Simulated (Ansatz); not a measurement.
# CCSD(T)/aug-cc-pVDZ run of SiH3Cl (chlorosilane)

What is the vertical singlet–triplet gap of SiH3Cl (chlorosilane) at CCSD(T)/aug-cc-pVDZ? 

Program for the calculation: Ansatz 0.2.0.

15 further runs of the same task are left out: 15 set aside as unsound or not needed.

## Step 1: Starting point

The species is SiH3Cl (5 atoms), meant as a singlet with charge 0. SMILES: `[SiH3]Cl`. The shape is that of a PBE0-D4/def2-TZVP optimisation.

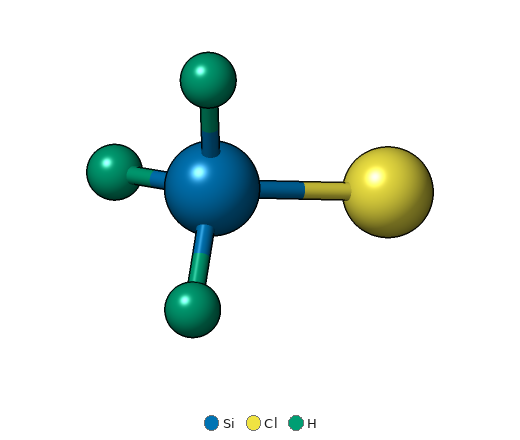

Viewed from a chosen angle; silicon blue, chlorine yellow, hydrogen teal.

## Step 2: A single-point energy at CCSD(T)/aug-cc-pVDZ

Input file job.yaml:

```yaml
basis:
  gaussian: {orbitals: aug-cc-pVDZ}
crystal:
  periodic: [false, false, false]
  atoms:
    - {symbol: Si, position_ang: [-0.112000, 0.018600, -0.030900]}
    - {symbol: Cl, position_ang: [1.838300, -0.513500, 0.329900]}
    - {symbol: H, position_ang: [-0.950900, -0.488300, 1.079100]}
    - {symbol: H, position_ang: [-0.534700, -0.585700, -1.314900]}
    - {symbol: H, position_ang: [-0.190800, 1.495400, -0.104700]}
correlation: {method: ccsd_t, frozen_orbitals: {Cl: 5, H: 0, Si: 5}}
scf: {omitted_lower_state_checks: [cluster_reference, increment]}
accuracy: high
```

The run is started by

```sh
$ ansatz run job.yaml --threads 1 --pin off --max-ram 2610MiB --events-out events.jsonl --progress --plain --runs-dir runs
```

Output:

```text
Warning: RAYON_NUM_THREADS=1 ignored (pool sized by the plan → 1); use --threads N
Functional definition: HF
  name "HF"
  exchange = exact_x
  correlation = 0
these checks for a lower state are left out or cut short: cluster_reference, increment
1640 factors; integrals over basis functions are off by at most 3.8e-9 eV
mean field evaluation 1: about -20414.0018 eV, gradient 1.2e1 eV
mean field evaluation 2: about -20414.0066 eV, gradient 1.2e1 eV
mean field evaluation 4: about -20414.6695 eV, gradient 1.3e0 eV
mean field evaluation 8: about -20414.6770 eV, gradient 2.1e-4 eV
mean field -20414.67696113 eV, -750.2255407563 hartree, gradient 1.4e-8 eV, S^2 0.000000; 0 other end points of the search recorded, 0 dependent functions left out
10 core orbitals not correlated: weight in the atoms' cores, before any rotation towards them, 1.000 or more for the frozen orbitals, at most 0.000 for the correlated occupied ones
reference -20414.67696113 eV, -750.2255407563 hartree; 7, 7 occupied and 64, 64 virtual orbitals, 1640 factors
second order -6.97964601 eV of doubles, -0.00000000 eV of singles
cycle   1  -7.69131134 eV  change   -7.1e-1 eV  update   6.1e-2
cycle   2  -7.92509206 eV  change   -2.3e-1 eV  update   1.9e-2
cycle   3  -7.94596712 eV  change   -2.1e-2 eV  update   5.6e-3
cycle   4  -7.94393313 eV  change    2.0e-3 eV  update   1.6e-3
cycle   5  -7.94345646 eV  change    4.8e-4 eV  update   4.2e-4
cycle   6  -7.94344308 eV  change    1.3e-5 eV  update   1.3e-4
cycle   7  -7.94345371 eV  change   -1.1e-5 eV  update   3.5e-5
cycle   8  -7.94345947 eV  change   -5.8e-6 eV  update   1.0e-5
cycle   9  -7.94345966 eV  change   -1.9e-7 eV  update   3.3e-6
cycle  10  -7.94345912 eV  change    5.4e-7 eV  update   1.1e-6
cycle  11  -7.94345920 eV  change   -8.2e-8 eV  update   3.5e-7
cycle  12  -7.94345931 eV  change   -1.0e-7 eV  update   1.1e-7
cycle  13  -7.94345936 eV  change   -5.2e-8 eV  update   4.0e-8
cycle  14  -7.94345938 eV  change   -2.2e-8 eV  update   2.3e-8
cycle  15  -7.94345939 eV  change   -6.7e-9 eV  update   1.7e-8
cycle  16  -7.94345955 eV  change   -1.6e-7 eV  update   1.1e-7
cycle  17  -7.94345957 eV  change   -1.4e-8 eV  update   2.4e-8
cycle  18  -7.94345957 eV  change   -7.4e-9 eV  update   7.1e-9
cycle  19  -7.94345957 eV  change  -5.7e-10 eV  update   2.0e-9
cycle  20  -7.94345957 eV  change   6.2e-11 eV  update  6.1e-10
perturbative correction -0.19622171 eV, -0.0072110148 hartree
Total energy: -20422.81664241 eV, -750.5246685262 hartree
Checks for a lower state left out: cluster_reference, increment
```

Run time: 2.7 s. Hardware: 1 thread of AMD EPYC 9R45 (Zen 5), shared host; peak memory 0.41 GiB.

## Step 3: The triplet at the same level

Input file run.yaml:

```yaml
crystal:
  periodic: [false, false, false]
  atoms:
    - {symbol: Si, position_ang: [-0.112000, 0.018600, -0.030900]}
    - {symbol: Cl, position_ang: [1.838300, -0.513500, 0.329900]}
    - {symbol: H, position_ang: [-0.950900, -0.488300, 1.079100]}
    - {symbol: H, position_ang: [-0.534700, -0.585700, -1.314900]}
    - {symbol: H, position_ang: [-0.190800, 1.495400, -0.104700]}
basis:
  gaussian:
    orbitals: aug-cc-pVDZ
magnetization:
  spin_polarized: true
  initial_magnetization: 2
correlation:
  method: ccsd_t
  frozen_orbitals: {Cl: 5, H: 0, Si: 5}
accuracy: high
scf:
  omitted_lower_state_checks: [cluster_reference, increment]
```

The run is started by

```sh
$ ansatz run run.yaml --threads 1 --pin off --max-ram 2610MiB --events-out events.jsonl --progress --plain --runs-dir runs
```

Output:

```text
Warning: RAYON_NUM_THREADS=1 ignored (pool sized by the plan → 1); use --threads N
[... 4 set-up lines as earlier in the session ...]
these checks for a lower state are left out or cut short: cluster_reference, increment
1640 factors; integrals over basis functions are off by at most 3.8e-9 eV
mean field evaluation 1: about -20405.8988 eV, gradient 8.1e0 eV
mean field evaluation 2: about -20405.9048 eV, gradient 8.1e0 eV
mean field evaluation 4: about -20406.8791 eV, gradient 1.7e0 eV
mean field evaluation 8: about -20407.1680 eV, gradient 3.6e-1 eV
mean field evaluation 16: about -20407.1789 eV, gradient 7.0e-3 eV
mean field evaluation 32: about -20407.1789 eV, gradient 1.2e-3 eV
mean field evaluation 64: about -20406.3060 eV, gradient 4.1e0 eV
mean field evaluation 96: about -20407.1789 eV, gradient 8.7e-5 eV
mean field evaluation 128: about -20407.1789 eV, gradient 6.7e-4 eV
mean field evaluation 160: about -20407.1789 eV, gradient 3.5e-2 eV
mean field evaluation 192: about -20407.1709 eV, gradient 5.9e-1 eV
mean field evaluation 224: about -20407.1769 eV, gradient 1.4e-1 eV
mean field -20407.17894075 eV, -749.9499935900 hartree, gradient 2.9e-8 eV, S^2 2.012529; 23 other end points of the search recorded, 0 dependent functions left out
10 core orbitals not correlated: weight in the atoms' cores, before any rotation towards them, 1.000 or more for the frozen orbitals, at most 0.000 for the correlated occupied ones
reference -20407.17894075 eV, -749.9499935900 hartree; 8, 6 occupied and 63, 65 virtual orbitals, 1640 factors
second order -6.77608407 eV of doubles, -0.00000000 eV of singles
cycle   1  -7.58247628 eV  change   -8.1e-1 eV  update   8.9e-2
cycle   2  -7.89813148 eV  change   -3.2e-1 eV  update   3.8e-2
cycle   3  -7.94465720 eV  change   -4.7e-2 eV  update   3.3e-2
cycle   4  -7.98093877 eV  change   -3.6e-2 eV  update   2.7e-2
cycle   5  -8.00532026 eV  change   -2.4e-2 eV  update   1.5e-2
cycle   6  -8.01939422 eV  change   -1.4e-2 eV  update   5.5e-3
cycle   7  -8.02407912 eV  change   -4.7e-3 eV  update   1.9e-3
cycle   8  -8.02471277 eV  change   -6.3e-4 eV  update   6.9e-4
cycle   9  -8.02440864 eV  change    3.0e-4 eV  update   3.0e-4
cycle  10  -8.02447647 eV  change   -6.8e-5 eV  update   1.6e-4
cycle  11  -8.02451022 eV  change   -3.4e-5 eV  update   1.0e-4
cycle  12  -8.02443660 eV  change    7.4e-5 eV  update   5.8e-5
cycle  13  -8.02445706 eV  change   -2.0e-5 eV  update   2.8e-5
cycle  14  -8.02445753 eV  change   -4.7e-7 eV  update   1.5e-5
cycle  15  -8.02447200 eV  change   -1.4e-5 eV  update   9.4e-6
cycle  16  -8.02446933 eV  change    2.7e-6 eV  update   5.9e-6
cycle  17  -8.02446560 eV  change    3.7e-6 eV  update   3.6e-6
cycle  18  -8.02446486 eV  change    7.5e-7 eV  update   2.1e-6
cycle  19  -8.02446573 eV  change   -8.7e-7 eV  update   1.1e-6
cycle  20  -8.02446615 eV  change   -4.2e-7 eV  update   5.2e-7
cycle  21  -8.02446613 eV  change    1.4e-8 eV  update   3.1e-7
cycle  22  -8.02446596 eV  change    1.8e-7 eV  update   1.9e-7
cycle  23  -8.02446593 eV  change    2.6e-8 eV  update   1.3e-7
cycle  24  -8.02446595 eV  change   -2.2e-8 eV  update   9.6e-8
cycle  25  -8.02446596 eV  change   -1.2e-8 eV  update   7.3e-8
cycle  26  -8.02446597 eV  change   -1.0e-8 eV  update   5.2e-8
cycle  27  -8.02446598 eV  change   -2.7e-9 eV  update   4.2e-8
cycle  28  -8.02446632 eV  change   -3.4e-7 eV  update   1.1e-7
cycle  29  -8.02446638 eV  change   -6.3e-8 eV  update   4.1e-8
cycle  30  -8.02446641 eV  change   -2.6e-8 eV  update   2.6e-8
cycle  31  -8.02446641 eV  change   -7.7e-9 eV  update   2.3e-8
cycle  32  -8.02446642 eV  change   -2.1e-9 eV  update   2.2e-8
cycle  33  -8.02446642 eV  change  -1.1e-10 eV  update   2.1e-8
cycle  34  -8.02446642 eV  change  -3.6e-10 eV  update   2.1e-8
cycle  35  -8.02446642 eV  change  -8.0e-10 eV  update   2.1e-8
cycle  36  -8.02446642 eV  change  -5.9e-10 eV  update   2.1e-8
cycle  37  -8.02446642 eV  change    1.3e-9 eV  update   2.0e-8
cycle  38  -8.02446641 eV  change    8.0e-9 eV  update   1.9e-8
cycle  39  -8.02446640 eV  change    6.7e-9 eV  update   1.7e-8
cycle  40  -8.02446640 eV  change   -3.0e-9 eV  update   1.3e-8
cycle  41  -8.02446641 eV  change   -4.8e-9 eV  update   9.6e-9
cycle  42  -8.02446641 eV  change   -4.1e-9 eV  update   5.8e-9
cycle  43  -8.02446641 eV  change   -1.1e-9 eV  update   3.0e-9
cycle  44  -8.02446641 eV  change  -7.0e-10 eV  update   1.4e-9
perturbative correction -0.28467001 eV, -0.0104614298 hartree
Total energy: -20415.48807718 eV, -750.2553487214 hartree
Checks for a lower state left out: cluster_reference, increment
```

Wall time 32 s (1 thread of AMD EPYC 9R45 (Zen 5), shared host); peak memory 0.68 GiB.

## Step 4: What came out

At CCSD(T)/aug-cc-pVDZ, 10 core orbitals frozen:

| quantity | value |
| --- | --- |
| singlet: total energy | -750.52467 Eh |
| singlet: correlation energy (10 core orbitals frozen) | -299.1 mEh |
| singlet: (T) correction | -7.21 mEh |
| singlet: T1 diagnostic | 0.009 |
| triplet: total energy | -750.25535 Eh |
| triplet: correlation energy (10 core orbitals frozen) | -305.4 mEh |
| triplet: (T) correction | -10.46 mEh |
| triplet: ⟨S²⟩ of the reference determinant | 2.013 |
| triplet: T1 diagnostic | 0.057 |
| vertical energy of the triplet above the singlet | 7.329 eV |

In words: At this shape the triplet lies 7.33 eV (169 kcal/mol) above the singlet. The triples (singlet) make up 2.4 % of the correlation energy. The T1 diagnostic (triplet) of 0.057 is above the customary mark for such species, so a single reference may not serve. The triples (triplet) make up 3.4 % of the correlation energy.
